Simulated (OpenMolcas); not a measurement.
**Relativistic diatomic calculation for AlN (part 2 of 2)**

Continued. System: AlN. Method: SA-CASSCF(8,8)/XMS-CASPT2 + RASSI spin-orbit (X2C scalar, AMFI), ANO-RCC-VTZP (OpenMolcas).

### Log (extracts), continued
```
++ Dipole transition strengths (spin-free states):
     for osc. strength at least  1.00000000E-05
      From   To        Osc. strength     Einstein coefficients Ax, Ay, Az (sec-1)    Total A (sec-1)
         3    1       3.93970874E-04  2.79460895E+02  3.18057278E-03  0.00000000E+00  2.79464076E+02
         3    2       4.94926481E-04  1.07230862E+00  9.71774107E+04  0.00000000E+00  9.71784830E+04
         3    5       3.05512545E-02  0.00000000E+00  0.00000000E+00  8.17987796E+06  8.17987796E+06
         3    8       1.03525762E-02  0.00000000E+00  0.00000000E+00  6.20289372E+06  6.20289372E+06
         4    1       3.93966553E-04  3.18058905E-03  2.79457831E+02  0.00000000E+00  2.79461011E+02
         4    2       4.94959910E-04  9.71839746E+04  1.07227547E+00  0.00000000E+00  9.71850469E+04
         4    6       3.05512540E-02  0.00000000E+00  0.00000000E+00  8.17987781E+06  8.17987781E+06
         4    7       1.03525757E-02  0.00000000E+00  0.00000000E+00  6.20289343E+06  6.20289343E+06
         1    5       1.58188637E-04  3.81058600E+04  1.31100389E-01  0.00000000E+00  3.81059911E+04
         1    6       1.58184791E-04  1.31100233E-01  3.81049336E+04  0.00000000E+00  3.81050647E+04
         1    8       1.59521980E-04  8.91156241E+04  8.85242958E-04  0.00000000E+00  8.91156250E+04
         1    7       1.59521572E-04  8.85226506E-04  8.91153964E+04  0.00000000E+00  8.91153972E+04
        13    9       1.74063925E-04  4.04776725E-02  1.29541422E+02  0.00000000E+00  1.29581899E+02
        13   10       1.74068455E-04  1.29544950E+02  4.04427466E-02  0.00000000E+00  1.29585393E+02
        13   16       1.29810184E-02  0.00000000E+00  0.00000000E+00  1.82932417E+06  1.82932417E+06
        13   11       5.54138950E-04  1.54424356E+05  7.32665599E+02  0.00000000E+00  1.55157022E+05
        13   12       5.54117768E-04  7.32877467E+02  1.54418241E+05  0.00000000E+00  1.55151118E+05
         9   14       2.35661360E-03  6.11956201E+04  1.08237901E+04  0.00000000E+00  7.20194102E+04
         9   15       2.36006766E-03  1.08713570E+04  6.14646748E+04  0.00000000E+00  7.23360319E+04
         9   16       4.80258335E-03  1.80991559E+02  5.81807240E+05  0.00000000E+00  5.81988232E+05
         9   11       5.02706494E-05  0.00000000E+00  0.00000000E+00  1.26614627E+04  1.26614627E+04
         9   12       1.94921712E-02  0.00000000E+00  0.00000000E+00  4.90941427E+06  4.90941427E+06
        10   14       2.35662870E-03  1.08237885E+04  6.11960727E+04  0.00000000E+00  7.20198611E+04
        10   15       2.36006222E-03  6.14644958E+04  1.08713586E+04  0.00000000E+00  7.23358544E+04
        10   16       4.80252208E-03  5.81799727E+05  1.81036874E+02  0.00000000E+00  5.81980764E+05
        10   11       1.94921018E-02  0.00000000E+00  0.00000000E+00  4.90939562E+06  4.90939562E+06
        10   12       5.02709088E-05  0.00000000E+00  0.00000000E+00  1.26615297E+04  1.26615297E+04
        14   11       1.67529926E-04  3.38350092E+03  1.45354207E+04  0.00000000E+00  1.79189216E+04
        14   12       1.67529559E-04  1.45353435E+04  3.38354398E+03  0.00000000E+00  1.79188875E+04
        15   11       1.67403362E-04  1.45017750E+04  3.37563283E+03  0.00000000E+00  1.78774078E+04
        15   12       1.67394863E-04  3.37563625E+03  1.45008690E+04  0.00000000E+00  1.78765052E+04
         2    5       4.86930543E-04  7.40998820E-03  2.68992974E+03  0.00000000E+00  2.68993715E+03
         2    6       4.86929800E-04  2.68992564E+03  7.40999003E-03  0.00000000E+00  2.68993305E+03
         2    8       2.02911967E-04  2.28643051E-04  2.22236884E+04  0.00000000E+00  2.22236886E+04
         2    7       2.02916916E-04  2.22242303E+04  2.28540204E-04  0.00000000E+00  2.22242305E+04
        16   11       1.92768286E-05  4.53478324E+02  2.20732591E+00  0.00000000E+00  4.55685650E+02
        16   12       1.92755417E-05  2.20818431E+00  4.53447322E+02  0.00000000E+00  4.55655507E+02
         5    8       2.27721375E-05  0.00000000E+00  0.00000000E+00  1.49961296E+03  1.49961296E+03
         6    7       2.27721335E-05  0.00000000E+00  0.00000000E+00  1.49961270E+03  1.49961270E+03
 Electric-quadrupole - electric-quadrupole not included
 Electric-dipole - electric-octupole not included
 Electric-dipole - magnetic-quadrupole not included
   Eigenvalues of complex Hamiltonian:
  (Shifted by EMIN (a.u.) =       -297.1564074142)
 SO State       Relative EMIN(au)   Rel lowest level(eV)    D:o, cm**(-1)      Omega
     1            -0.0001402321        0.0000000000              0.0000         2.0
     2            -0.0001402320        0.0000000029              0.0000         2.0
     3            -0.0000012021        0.0037831985             30.5136         1.0
     4            -0.0000012021        0.0037831986             30.5136         1.0
     5             0.0001389376        0.0075965945             61.2707         0.0
     6             0.0001398925        0.0076225797             61.4803         0.0
     7             0.0046978152        0.1316499742           1061.8287         0.0
     8             0.0046984048        0.1316660191           1061.9581         1.0
     9             0.0046984049        0.1316660193           1061.9581         1.0
    10             0.0238533847        0.6528995754           5265.9902         0.0
    11             0.0286672620        0.7838918495           6322.5142         1.0
    12             0.0286672643        0.7838919109           6322.5146         1.0
    13             0.0595069741        1.6230831668          13091.0486         2.0
    14             0.0595520660        1.6243101800          13100.9451         2.0
    15             0.0781732755        2.1310191044          17187.8282         0.0
    16             0.0781733620        2.1310214572          17187.8472         1.0
    17             0.0781733620        2.1310214572          17187.8472         1.0
    18             0.0900782166        2.4549690549          19800.6608         0.0
    19             0.0912117634        2.4858144339          20049.4455         2.0
    20             0.0912117638        2.4858144462          20049.4456         2.0
    21             0.0912852118        2.4878130683          20065.5656         1.0
    22             0.0912852118        2.4878130683          20065.5656         1.0
    23             0.0913599353        2.4898463961          20081.9655         0.0
    24             0.0913627920        2.4899241304          20082.5925         0.0
    25             0.0980616917        2.6722104784          21552.8310         1.0
    26             0.0980616917        2.6722104784          21552.8310         1.0
    27             0.0981405458        2.6743562093          21570.1375         0.0
    28             0.0981408716        2.6743650746          21570.2090         0.0
    29             0.0982199457        2.6765167904          21587.5638         1.0
    30             0.0982199502        2.6765169124          21587.5648         1.0
    31             0.0982994182        2.6786793461          21605.0060         2.0
    32             0.0982994182        2.6786793461          21605.0060         2.0
    33             0.0983791280        2.6808483602          21622.5002         3.0
    34             0.0983791280        2.6808483602          21622.5002         3.0
    35             0.1172055109        3.1931403365          25754.4137         1.0
    36             0.1172055191        3.1931405599          25754.4155         1.0
    37             0.1365478974        3.7194734863          29999.5768         0.0
    38             0.1365480375        3.7194773010          29999.6076         0.0
    39             0.1365586535        3.7197661759          30001.9375         1.0
    40             0.1365586535        3.7197661759          30001.9375         1.0
    41             0.1365697768        3.7200688563          30004.3788         2.0
    42             0.1365697769        3.7200688602          30004.3788         2.0
 Weights of the five most important spin-orbit-free states for each spin-orbit state.
 SO State  Total energy (au)           Spin-free states, spin, and weights
    1        -0.000140       3 1.0  0.5000    4 1.0  0.5000   14 0.0  0.0000   18 2.0  0.0000   17 2.0  0.0000
    2        -0.000140       3 1.0  0.5000    4 1.0  0.5000   15 0.0  0.0000   17 2.0  0.0000   18 2.0  0.0000
    3        -0.000001       4 1.0  0.9999    1 1.0  0.0001    9 0.0  0.0000    2 1.0  0.0000   12 0.0  0.0000
    4        -0.000001       3 1.0  0.9999    1 1.0  0.0001   10 0.0  0.0000    2 1.0  0.0000   11 0.0  0.0000
    5         0.000139       3 1.0  0.4999    4 1.0  0.4999    1 1.0  0.0002   13 0.0  0.0000   16 0.0  0.0000
    6         0.000140       4 1.0  0.5000    3 1.0  0.5000    2 1.0  0.0000   17 2.0  0.0000   18 2.0  0.0000
    7         0.004698       1 1.0  0.9998    4 1.0  0.0001    3 1.0  0.0001   16 0.0  0.0000   13 0.0  0.0000
    8         0.004698       1 1.0  0.9999    3 1.0  0.0001   17 2.0  0.0000   18 2.0  0.0000    5 1.0  0.0000
    9         0.004698       1 1.0  0.9999    4 1.0  0.0001   18 2.0  0.0000   17 2.0  0.0000    6 1.0  0.0000
   10         0.023853      13 0.0  1.0000    1 1.0  0.0000    3 1.0  0.0000    4 1.0  0.0000    5 1.0  0.0000
   11         0.028667       9 0.0  1.0000    4 1.0  0.0000    1 1.0  0.0000    6 1.0  0.0000    2 1.0  0.0000
   12         0.028667      10 0.0  1.0000    3 1.0  0.0000    1 1.0  0.0000    5 1.0  0.0000    2 1.0  0.0000
   13         0.059507      14 0.0  1.0000    6 1.0  0.0000    5 1.0  0.0000    7 1.0  0.0000    8 1.0  0.0000
   14         0.059552      15 0.0  1.0000    6 1.0  0.0000    5 1.0  0.0000    8 1.0  0.0000    7 1.0  0.0000
   15         0.078173       2 1.0  1.0000    6 1.0  0.0000    5 1.0  0.0000    3 1.0  0.0000    4 1.0  0.0000
   16         0.078173       2 1.0  1.0000    5 1.0  0.0000    3 1.0  0.0000    8 1.0  0.0000   17 2.0  0.0000
   17         0.078173       2 1.0  1.0000    6 1.0  0.0000    4 1.0  0.0000    7 1.0  0.0000   18 2.0  0.0000
   18         0.090078      16 0.0  0.9978    5 1.0  0.0011    6 1.0  0.0011    1 1.0  0.0000    8 1.0  0.0000
   19         0.091212       5 1.0  0.5000    6 1.0  0.5000   14 0.0  0.0000   17 2.0  0.0000   18 2.0  0.0000
   20         0.091212       6 1.0  0.5000    5 1.0  0.5000   15 0.0  0.0000   17 2.0  0.0000   18 2.0  0.0000
   21         0.091285       6 1.0  0.9999   12 0.0  0.0000   18 2.0  0.0000    2 1.0  0.0000   17 2.0  0.0000
   22         0.091285       5 1.0  0.9999   11 0.0  0.0000   17 2.0  0.0000    2 1.0  0.0000   18 2.0  0.0000
   23         0.091360       6 1.0  0.5000    5 1.0  0.5000    2 1.0  0.0000   17 2.0  0.0000   18 2.0  0.0000
   24         0.091363       5 1.0  0.4989    6 1.0  0.4989   16 0.0  0.0022   17 2.0  0.0000   18 2.0  0.0000
   25         0.098062      17 2.0  0.5000   18 2.0  0.5000    1 1.0  0.0000    2 1.0  0.0000    5 1.0  0.0000
   26         0.098062      17 2.0  0.5000   18 2.0  0.5000    1 1.0  0.0000    2 1.0  0.0000    5 1.0  0.0000
   27         0.098141      17 2.0  0.5000   18 2.0  0.5000    5 1.0  0.0000    6 1.0  0.0000    8 1.0  0.0000
   28         0.098141      17 2.0  0.5000   18 2.0  0.5000    5 1.0  0.0000    6 1.0  0.0000    8 1.0  0.0000
   29         0.098220      17 2.0  1.0000    5 1.0  0.0000    8 1.0  0.0000    6 1.0  0.0000    7 1.0  0.0000
   30         0.098220      18 2.0  1.0000    6 1.0  0.0000    7 1.0  0.0000    5 1.0  0.0000    8 1.0  0.0000
   31         0.098299      18 2.0  0.5000   17 2.0  0.5000    6 1.0  0.0000    5 1.0  0.0000    7 1.0  0.0000
   32         0.098299      18 2.0  0.5000   17 2.0  0.5000    6 1.0  0.0000    5 1.0  0.0000    7 1.0  0.0000
   33         0.098379      18 2.0  0.5000   17 2.0  0.5000    1 1.0  0.0000    2 1.0  0.0000    5 1.0  0.0000
   34         0.098379      18 2.0  0.5000   17 2.0  0.5000    1 1.0  0.0000    2 1.0  0.0000    5 1.0  0.0000
   35         0.117206      11 0.0  1.0000    5 1.0  0.0000    1 1.0  0.0000    8 1.0  0.0000    6 1.0  0.0000
   36         0.117206      12 0.0  1.0000    6 1.0  0.0000    1 1.0  0.0000    7 1.0  0.0000    5 1.0  0.0000
   37         0.136548       8 1.0  0.5000    7 1.0  0.5000   18 2.0  0.0000   17 2.0  0.0000    6 1.0  0.0000
   38         0.136548       7 1.0  0.5000    8 1.0  0.5000   18
```

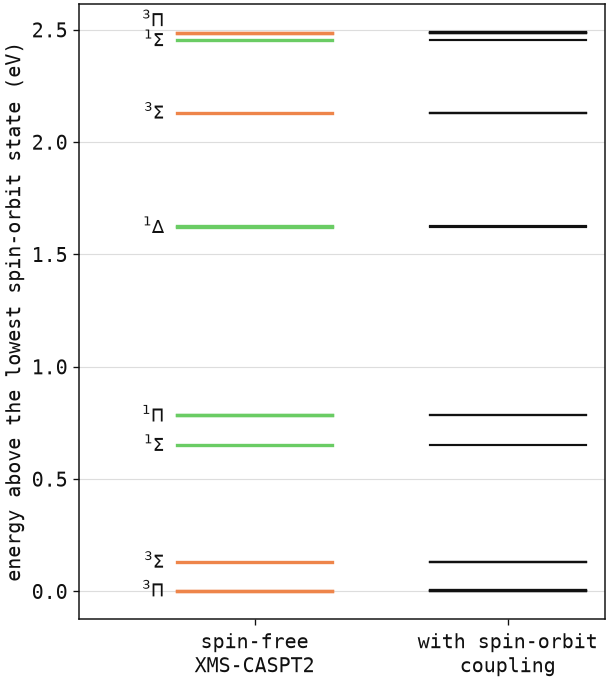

Figure 2. States up to 2.5 eV at 1.818 Å, without spin-orbit coupling (left, a colour for each spin multiplicity) and with it (right, where close levels merge). The spin-free states run ³Π (0.00 eV), ³Σ (0.13 eV), ¹Σ (0.65 eV), ¹Π (0.78 eV), ¹Δ (1.62 eV), ³Σ (2.13 eV) from the lowest. The lowest spin-orbit levels have |Ω| = 2 (0 cm⁻¹), 1 (31 cm⁻¹), 0 (61 cm⁻¹), 0 (1,062 cm⁻¹), 1 (1,062 cm⁻¹).

### Results in brief

- outcome: converged
- lowest spin-free state: ³Π
- lowest spin-orbit level: Ω = 2, −297.15655 hartree
- next level: Ω = 1, 31 cm⁻¹
- wall time: 39 s
